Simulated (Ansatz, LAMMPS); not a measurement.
# Which site? C in place of Si in amorphous Si (128 atoms)

Aim: make C in place of Si at several sites of amorphous Si (128 atoms), relax each, and compare their energies.

Calculated with Ansatz 0.2.0; Kohn-Sham DFT, PBE, PAW (set soft_2), plane waves.

## (1) Starting point

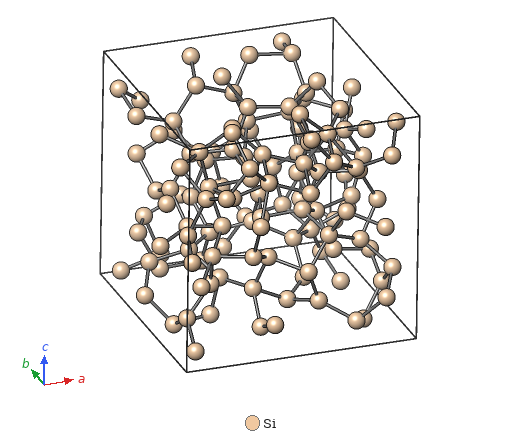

The starting structure, seen slightly off an axis (silicon light orange). Bonds to atoms that aren't drawn are left out. Some periodic images of atoms are drawn too.

The cell holds 128 atoms: 128 Si. Its edges and angles: a = 13.705 Å, b = 13.705 Å, c = 13.705 Å, α = 90.0°, β = 90.0°, γ = 90.0°. 128 atoms (128 Si) placed at random at 2.32 g/cm³, melted at 2500 K for 10 ps at fixed volume with the EDIP (Justo, Bazant, Kaxiras, Bulatov and Yip, Phys. Rev. B 58, 2539 (1998)). Quenched from 2500 K to 500 K at 50 K/ps and fixed volume, held 5 ps.

Limits known from the start: The quench rate of 50 K/ps far exceeds what a furnace or splat quench reaches, so expect more defects and frozen-in strain than in a real sample. The network of bonds at the start is that of the classical potential that made the cell, and needn't be the one that DFT or experiment would give. Sampling is at Γ alone, for a cell whose shortest periodic width is 14 Å.

## (2) Single point at the start

A single point comes first, to see the forces before anything moves.

Input file input.yaml:

```yaml
crystal:
  lattice:
    - [13.705, 0.0, 0.0]
    - [0.0, 13.705, 0.0]
    - [0.0, 0.0, 13.705]
  atoms:
    - { symbol: Si, position: [0.64363, 0.03679, 0.83087] }
    - { symbol: Si, position: [0.31126, 0.33351, 0.90219] }
    - { symbol: Si, position: [0.92082, 0.73445, 0.53995] }
    - { symbol: Si, position: [0.69073, 0.57561, 0.53919] }
    - { symbol: Si, position: [0.94696, 0.63746, 0.85501] }
    - { symbol: Si, position: [0.22014, 0.76904, 0.75426] }
    - { symbol: Si, position: [0.37674, 0.80314, 0.54075] }
    - { symbol: Si, position: [0.74041, 0.49779, 0.97593] }
    - { symbol: Si, position: [0.5579, 0.81417, 0.68582] }
    - { symbol: Si, position: [0.33808, 0.98058, 0.31366] }
    - { symbol: Si, position: [0.25082, 0.17469, 0.96185] }
    - { symbol: Si, position: [0.73913, 0.80028, 0.70597] }
    - { symbol: Si, position: [0.98513, 0.80323, 0.38473] }
    - { symbol: Si, position: [0.93301, 0.29331, 0.50762] }
    - { symbol: Si, position: [0.77762, 0.37925, 0.26876] }
    - { symbol: Si, position: [0.23629, 0.3954, 0.62278] }
    - { symbol: Si, position: [0.57409, 0.83904, 0.96857] }
    - { symbol: Si, position: [0.73765, 0.47945, 0.40223] }
    - { symbol: Si, position: [0.01178, 0.51827, 0.11474] }
    - { symbol: Si, position: [0.48006, 0.85916, 0.11033] }
    - { symbol: Si, position: [0.48624, 0.78495, 0.835] }
    - { symbol: Si, position: [0.91492, 0.38388, 0.78502] }
    - { symbol: Si, position: [0.71416, 0.51193, 0.70015] }
    - { symbol: Si, position: [0.8587, 0.00064, 0.52385] }
    - { symbol: Si, position: [0.1102, 0.29105, 0.09745] }
    - { symbol: Si, position: [0.28295, 0.35808, 0.45729] }
    - { symbol: Si, position: [0.13439, 0.15862, 0.68884] }
    - { symbol: Si, position: [0.28041, 0.23067, 0.63944] }
    - { symbol: Si, position: [0.97476, 0.57324, 0.57171] }
    - { symbol: Si, position: [0.33442, 0.13104, 0.41001] }
    - { symbol: Si, position: [0.07794, 0.64653, 0.19873] }
    - { symbol: Si, position: [0.27384, 0.90468, 0.64465] }
    [... 90 atom lines left out ...]
    - { symbol: Si, position: [0.06872, 0.18691, 0.52148] }
    - { symbol: Si, position: [0.84039, 0.23733, 0.36714] }
    - { symbol: Si, position: [0.53389, 0.00815, 0.9623] }
    - { symbol: Si, position: [0.38453, 0.16703, 0.07306] }
    - { symbol: Si, position: [0.67066, 0.55878, 0.25397] }
    - { symbol: Si, position: [0.22056, 0.57022, 0.26668] }
kpoints:
  mp_grid: { grid: [1, 1, 1] }
hamiltonian:
  xc: pbe
scf:
  occupations: { method: gaussian, width: 0.05 }
output:
  forces: true
```

The run is started by

```console
$ ansatz run input.yaml --threads 4 --pin off --max-ram 8192MiB --backend cpu --events-out ev --progress --plain --runs-dir out
```

Numbers of over 12 decimals in the logs are rounded to 6 here.

The program printed:

```text
[...]
Pseudopotentials: kind: paw
Pseudopotential: Si, paw, valence charge 4, recommended cutoff 420 eV (normal), Si.paw.azcp
[... 5 lines on functional and potentials left out ...]
Crystal: 128 atoms, lattice volume = 2574.169 Å³
Basis set: ecut = 420 eV, 50301 PW (Γ), exchange–correlation on 192×192×192 points (8 copies of the dense FFT grid, shifted against one another)
Bands: 384, of which v1, the nominal top of the filled ones, is band 256 counted from 1 (255 counted from 0)
Symmetry: 1 space group operations
Space group: P1 (ITA 1), of the structure as read, at distance tolerance 1.4e-4 Å
k-points: 1
[... 3 lines on functional and potentials left out ...]
Initial density: superposition of atomic densities (neutral atoms: chi_scale 0, normalization atom), corrected by the library's trained network
Initial wavefunctions: pseudopotential atomic-orbital guess
[...]
SCF iter   1: F=—  HF=-81332.963457 eV  |F-HF|=—  |Δ(HF+E_count)|=         —  Δρ=3.88e-3  dr2=1.17e0  ethr=1.77e-3  ⟨swp⟩=6.0  Hψ=1796  notcnv=0  defer=57
preconditioner: auto → Resta (q_TF=auto, 2.084 Å⁻¹)  ε∞=6.0  [insulator: Δε(μ)=0.095 eV  Ē_g=7.419 eV  σ=0.050 eV  W_gap=0.81  n_scr=388 (ndim 8)  ℏωp=16.6 eV  f_vac=0.004  D(μ)=26.39/eV (n_scr^D=92)  ε∞_Penn≈6.0]
SCF iter   2: F=—  HF=-81332.834446 eV  |F-HF|=—  |Δ(HF+E_count)|=   1.29e-1  Δρ=2.03e-3  dr2=1.95e-1  ethr=2.29e-4  ⟨swp⟩=1.0  Hψ=442  notcnv=0  defer=69
SCF iter   3: F=—  HF=-81332.811167 eV  |F-HF|=—  |Δ(HF+E_count)|=   2.33e-2  Δρ=4.52e-4  dr2=1.13e-2  ethr=3.80e-5  ⟨swp⟩=3.0  Hψ=623  notcnv=0
automatic band count: iteration 3 solves 297 bands in place of 384: the levels show a gap, and the empty bands left out lie too high to hold charge; the band table lists the bands solved (type scf.n_extra_bands for more)
SCF iter   4: F=—  HF=-81332.812308 eV  |F-HF|=—  |Δ(HF+E_count)|=   1.14e-3  Δρ=1.44e-4  dr2=1.13e-3  ethr=2.20e-6  ⟨swp⟩=3.0  Hψ=466  notcnv=0
SCF iter   5: F=—  HF=-81332.812856 eV  |F-HF|=—  |Δ(HF+E_count)|=   5.48e-4  Δρ=3.98e-5  dr2=1.55e-4  ethr=2.21e-7  ⟨swp⟩=2.0  Hψ=387  notcnv=0
SCF iter   6: F=—  HF=-81332.812924 eV  |F-HF|=—  |Δ(HF+E_count)|=   6.84e-5  Δρ=1.59e-5  dr2=2.58e-5  ethr=3.02e-8  ⟨swp⟩=2.0  Hψ=509  notcnv=0
SCF iter   7: F=—  HF=-81332.812540 eV  |F-HF|=—  |Δ(HF+E_count)|=   3.84e-4  Δρ=5.64e-6  dr2=3.48e-6  ethr=5.04e-9  ⟨swp⟩=2.0  Hψ=537  notcnv=0  defer=25
SCF iter   8: F=—  HF=-81332.812543 eV  |F-HF|=—  |Δ(HF+E_count)|=   2.44e-6  Δρ=1.96e-6  dr2=4.40e-7  ethr=6.80e-10  ⟨swp⟩=2.0  Hψ=442  notcnv=0  defer=25
SCF iter   9: F=-81332.812543 eV  HF=-81332.812543 eV  |F-HF|=1.11e-8  |Δ(HF+E_count)|=   3.45e-7  Δρ=7.86e-7  dr2=7.54e-8  ethr=1.95e-11  ⟨swp⟩=6.0  Hψ=1112  notcnv=0
SCF 1 converged in 9 iterations: F = -81332.812543 eV  dr2 = 7.54e-8
[...]
SCF converged after 9 iterations
Free energy (F): -81332.812543 eV
Harris-Foulkes:  -81332.812543 eV  (|F-HF|=1.11e-8)
Internal energy: -81332.763727 eV  (E = F + TS)
E sigma→0 (E₀):  -81332.788135 eV
Entropy (-TS):   -0.048816 eV (-0.381 meV/atom)
Fermi energy:    6.452575 eV
--- Per-component energies (eV) ---
[...]
Σ components = -81332.812543   (vs F -81332.812543, Δ=0.00e0)
--- Forces (eV/Å), atoms counted from 1 ---
  atom   1  Si    -0.03274594    -0.30663972    -0.26616457
  atom   2  Si    -0.22850748     0.38033912     0.10125759
  atom   3  Si     0.44455837     0.36147553    -0.23544118
  atom   4  Si    -1.24863812     0.23245469    -0.04094897
[...]
atom 128  Si     0.12929927     0.14723102     0.35828903
  max |Σ_I F_I| component: 3.43e-5 eV/Å
```

The job ended after 22 s (4 threads of Arm Neoverse V2, shared host; peak memory 2.8 GiB; 82 s of CPU time).

The r.m.s. force at the start is 0.54 eV/Å.

## (3) Relaxation

With the cell held, the atoms are moved downhill towards a nearby minimum.

Input file input.yaml:

```yaml
crystal:
  lattice:
    - [13.705, 0.0, 0.0]
    - [0.0, 13.705, 0.0]
    - [0.0, 0.0, 13.705]
  atoms:
    [... the 128 atom lines of step 2 ...]
kpoints:
  mp_grid: { grid: [1, 1, 1] }
hamiltonian:
  xc: pbe
scf:
  occupations: { method: gaussian, width: 0.05 }
output:
  forces: true
relax:
  f_tol: 0.05
  max_steps: 120
```

The program printed:

```text
[...]
Crystal: 128 atoms, lattice volume = 2574.169 Å³
Basis set: ecut = 420 eV, 50301 PW (Γ), exchange–correlation on 192×192×192 points (8 copies of the dense FFT grid, shifted against one another)
Bands: 384, of which v1, the nominal top of the filled ones, is band 256 counted from 1 (255 counted from 0)
Symmetry: 1 space group operations
[...]
k-points: 1
[...]
SCF iter   1: F=—  HF=-81332.963458 eV  |F-HF|=—  |Δ(HF+E_count)|=         —  Δρ=3.88e-3  dr2=1.17e0  ethr=1.77e-3  ⟨swp⟩=6.0  Hψ=1796  notcnv=0  defer=57
[...]
SCF iter   5: F=—  HF=-81332.812442 eV  |F-HF|=—  |Δ(HF+E_count)|=   5.32e-4  Δρ=3.94e-5  dr2=1.61e-4  ethr=2.27e-7  ⟨swp⟩=2.0  Hψ=376  notcnv=0  defer=112
SCF iter   6: F=-81332.812522 eV  HF=-81332.812524 eV  |F-HF|=1.18e-6  |Δ(HF+E_count)|=   8.20e-5  Δρ=1.62e-5  dr2=3.09e-5  ethr=1.22e-8  ⟨swp⟩=3.0  Hψ=1156  notcnv=0
SCF 1 converged in 6 iterations: F = -81332.812522 eV  dr2 = 3.09e-5
[...]
relax step   1: F+E_penalty+E_count = -81332.81252248 eV  Δ(F+E_penalty+E_count) = +0.000e0 eV  max|allowed force component| = 1.667e0 eV/Å  Δτ_max = 0.0000 Å  (6 SCF iters, dr2 threshold 6.25e-5 eV, accepted)
[...]
relax step   2: F+E_penalty+E_count = -81338.73708748 eV  Δ(F+E_penalty+E_count) = -5.925e0 eV  max|allowed force component| = 7.288e-1 eV/Å  Δτ_max = 0.1978 Å  (6 SCF iters, dr2 threshold 1.00e-4 eV, accepted)
[...]
relax step   3: F+E_penalty+E_count = -81340.84621324 eV  Δ(F+E_penalty+E_count) = -2.109e0 eV  max|allowed force component| = 4.025e-1 eV/Å  Δτ_max = 0.1984 Å  (6 SCF iters, dr2 threshold 3.32e-5 eV, accepted)
relax step   4: F+E_penalty+E_count = -81341.58506670 eV  Δ(F+E_penalty+E_count) = -7.389e-1 eV  max|allowed force component| = 4.297e-1 eV/Å  Δτ_max = 0.1947 Å  (6 SCF iters, dr2 threshold 3.10e-5 eV, accepted)
relax step   5: F+E_penalty+E_count = -81342.08151145 eV  Δ(F+E_penalty+E_count) = -4.964e-1 eV  max|allowed force component| = 3.408e-1 eV/Å  Δτ_max = 0.1937 Å  (6 SCF iters, dr2 threshold 5.63e-5 eV, accepted)
relax step   6: F+E_penalty+E_count = -81342.70758701 eV  Δ(F+E_penalty+E_count) = -6.261e-1 eV  max|allowed force component| = 5.328e-1 eV/Å  Δτ_max = 0.1941 Å  (6 SCF iters, dr2 threshold 7.30e-5 eV, accepted)
relax step   7: F+E_penalty+E_count = -81343.24533529 eV  Δ(F+E_penalty+E_count) = -5.377e-1 eV  max|allowed force component| = 4.430e-1 eV/Å  Δτ_max = 0.1946 Å  (6 SCF iters, dr2 threshold 1.00e-4 eV, accepted)
relax step   8: F+E_penalty+E_count = -81343.79988243 eV  Δ(F+E_penalty+E_count) = -5.545e-1 eV  max|allowed force component| = 3.615e-1 eV/Å  Δτ_max = 0.1936 Å  (5 SCF iters, dr2 threshold 1.00e-4 eV, accepted)
relax step   9: F+E_penalty+E_count = -81344.34790538 eV  Δ(F+E_penalty+E_count) = -5.480e-1 eV  max|allowed force component| = 3.038e-1 eV/Å  Δτ_max = 0.1953 Å  (6 SCF iters, dr2 threshold 8.71e-5 eV, accepted)
relax step  10: F+E_penalty+E_count = -81344.76754977 eV  Δ(F+E_penalty+E_count) = -4.196e-1 eV  max|allowed force component| = 2.704e-1 eV/Å  Δτ_max = 0.1930 Å  (6 SCF iters, dr2 threshold 6.15e-5 eV, accepted)
relax step  11: F+E_penalty+E_count = -81345.06401179 eV  Δ(F+E_penalty+E_count) = -2.965e-1 eV  max|allowed force component| = 1.759e-1 eV/Å  Δτ_max = 0.1942 Å  (6 SCF iters, dr2 threshold 5.17e-5 eV, accepted)
relax step  12: F+E_penalty+E_count = -81345.33852352 eV  Δ(F+E_penalty+E_count) = -2.745e-1 eV  max|allowed force component| = 2.025e-1 eV/Å  Δτ_max = 0.1913 Å  (6 SCF iters, dr2 threshold 1.31e-5 eV, accepted)
relax step  13: F+E_penalty+E_count = -81345.57218742 eV  Δ(F+E_penalty+E_count) = -2.337e-1 eV  max|allowed force component| = 4.227e-1 eV/Å  Δτ_max = 0.1935 Å  (6 SCF iters, dr2 threshold 1.74e-5 eV, accepted)
relax step  14: F+E_penalty+E_count = -81345.76672172 eV  Δ(F+E_penalty+E_count) = -1.945e-1 eV  max|allowed force component| = 5.475e-1 eV/Å  Δτ_max = 0.1398 Å  (6 SCF iters, dr2 threshold 1.00e-4 eV, accepted)
relax step  15: F+E_penalty+E_count = -81345.97643751 eV  Δ(F+E_penalty+E_count) = -2.097e-1 eV  max|allowed force component| = 2.586e-1 eV/Å  Δτ_max = 0.1946 Å  (6 SCF iters, dr2 threshold 1.00e-4 eV, accepted)
relax step  16: F+E_penalty+E_count = -81346.10531730 eV  Δ(F+E_penalty+E_count) = -1.289e-1 eV  max|allowed force component| = 4.066e-1 eV/Å  Δτ_max = 0.1951 Å  (6 SCF iters, dr2 threshold 1.49e-5 eV, accepted)
relax step  17: F+E_penalty+E_count = -81346.13917796 eV  Δ(F+E_penalty+E_count) = -3.386e-2 eV  max|allowed force component| = 2.826e-1 eV/Å  Δτ_max = 0.1998 Å  (6 SCF iters, dr2 threshold 3.69e-5 eV, accepted)
relax step  18: F+E_penalty+E_count = -81346.22486334 eV  Δ(F+E_penalty+E_count) = -8.569e-2 eV  max|allowed force component| = 1.385e-1 eV/Å  Δτ_max = 0.0828 Å  (6 SCF iters, dr2 threshold 3.86e-5 eV, accepted)
relax step  19: F+E_penalty+E_count = -81346.26798929 eV  Δ(F+E_penalty+E_count) = -4.313e-2 eV  max|allowed force component| = 1.647e-1 eV/Å  Δτ_max = 0.0635 Å  (6 SCF iters, dr2 threshold 4.60e-6 eV, accepted)
relax step  20: F+E_penalty+E_count = -81346.36031898 eV  Δ(F+E_penalty+E_count) = -9.233e-2 eV  max|allowed force component| = 3.314e-1 eV/Å  Δτ_max = 0.1980 Å  (6 SCF iters, dr2 threshold 6.51e-6 eV, accepted)
relax step  21: F+E_penalty+E_count = -81346.40967389 eV  Δ(F+E_penalty+E_count) = -4.935e-2 eV  max|allowed force component| = 6.745e-1 eV/Å  Δτ_max = 0.1615 Å  (6 SCF iters, dr2 threshold 1.00e-4 eV, accepted)
relax step  22: F+E_penalty+E_count = -81346.62349975 eV  Δ(F+E_penalty+E_count) = -2.138e-1 eV  max|allowed force component| = 5.543e-1 eV/Å  Δτ_max = 0.0846 Å  (6 SCF iters, dr2 threshold 1.00e-4 eV, accepted)
relax step  23: F+E_penalty+E_count = -81346.98885470 eV  Δ(F+E_penalty+E_count) = -3.654e-1 eV  max|allowed force component| = 2.964e-1 eV/Å  Δτ_max = 0.1986 Å  (6 SCF iters, dr2 threshold 1.00e-4 eV, accepted)
relax step  24: F+E_penalty+E_count = -81347.17509471 eV  Δ(F+E_penalty+E_count) = -1.862e-1 eV  max|allowed force component| = 2.319e-1 eV/Å  Δτ_max = 0.1941 Å  (6 SCF iters, dr2 threshold 2.51e-5 eV, accepted)
relax step  25: F+E_penalty+E_count = -81347.24992399 eV  Δ(F+E_penalty+E_count) = -7.483e-2 eV  max|allowed force component| = 1.909e-1 eV/Å  Δτ_max = 0.1013 Å  (6 SCF iters, dr2 threshold 1.54e-5 eV, accepted)
relax step  26: F+E_penalty+E_count = -81347.24717437 eV  Δ(F+E_penalty+E_count) = +2.750e-3 eV  max|allowed force component| = 2.152e-1 eV/Å  Δτ_max = 0.1969 Å  (6 SCF iters, dr2 threshold 2.23e-5 eV, rejected (line search))
relax step  27: F+E_penalty+E_count = -81347.30743396 eV  Δ(F+E_penalty+E_count) = -5.751e-2 eV  max|allowed force component| = 7.062e-2 eV/Å  Δτ_max = 0.0964 Å  (7 SCF iters, accepted)
relax step  28: F+E_penalty+E_count = -81347.31989137 eV  Δ(F+E_penalty+E_count) = -1.246e-2 eV  max|allowed force component| = 7.342e-2 eV/Å  Δτ_max = 0.0965 Å  (7 SCF iters, accepted)
[...]
relax step  29: F+E_penalty+E_count = -81347.32725948 eV  Δ(F+E_penalty+E_count) = -7.368e-3 eV  max|allowed force component| = 3.885e-2 eV/Å  Δτ_max = 0.0278 Å  (6 SCF iters, accepted)
SCF converged after 6 iterations
Free energy (F): -81347.327259 eV
[...]
Internal energy: -81347.322991 eV  (E = F + TS)
E sigma→0 (E₀):  -81347.325125 eV
Entropy (-TS):   -0.004268 eV (-0.033 meV/atom)
Fermi energy:    6.367227 eV
[...]
Σ components = -81347.327259   (vs F -81347.327259, Δ=0.00e0)
--- Forces (eV/Å), atoms counted from 1 ---
  atom   1  Si    -0.00602036    -0.00380756     0.00072340
  atom   2  Si     0.00447203     0.00225228     0.00735605
  atom   3  Si    -0.00915800     0.01054111     0.00417864
  atom   4  Si    -0.00384620     0.00085633    -0.00088094
[...]
atom 128  Si    -0.00730644    -0.01141930     0.00982299
  max |Σ_I F_I| component: 5.16e-5 eV/Å
--- Relaxed structure (29 steps of the walk, 28 accepted, 0 SCFs on fresh bases) ---
  F+E_penalty+E_count = -81347.32725948 eV   max|allowed force component| = 3.885e-2 eV/Å
  atoms:
    - { symbol: Si, position: [0.661071, 0.090885, 0.839215] }
    - { symbol: Si, position: [0.308132, 0.343306, 0.878000] }
    - { symbol: Si, position: [0.939434, 0.687215, 0.555808] }
    - { symbol: Si, position: [0.682990, 0.591942, 0.539717] }
[...]
- { symbol: Si, position: [0.239561, 0.566695, 0.271453] }
```

It took 7.2 min on 4 threads; peak memory 2.8 GiB.

The relaxation converged after 29 steps, 14.5 eV below its start, with a largest force component of 0.039 eV/Å.

(Continued in part 2 of 4.)

[Logs are printed without paths, hosts, clocks, repeated set-up lines and the standing remarks that a program may print on its own settings, such as how far it seeks lower states.]

[Hosts, paths, dates, database ids (printed as entryN), source tags and the programs' standing remarks are cut or masked in the printed files.]
